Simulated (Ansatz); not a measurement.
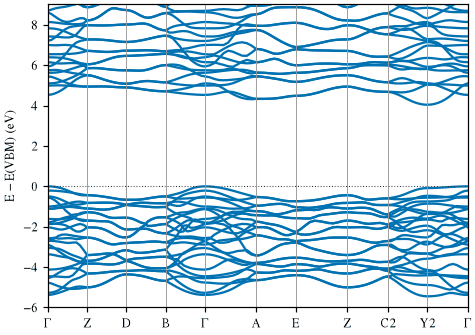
Figure: Band structure from PBE (plane waves, PAW; program Ansatz)

Problem. Read off the gap and where the band edges lie.

Solution. About 4.0 eV (4.04 eV by a search for the band edges); maximum at Γ, minimum at Y2.

The material is HfO2 in space group P2_1/c (No. 14; Hf on 4e, O on 4e, O on 4e).

Symmetry was held in the PBE relaxation. No spin polarisation was allowed. Spin–orbit coupling is left out wherever it is not named.

Potentials: the earlier of the program's two PAW sets.
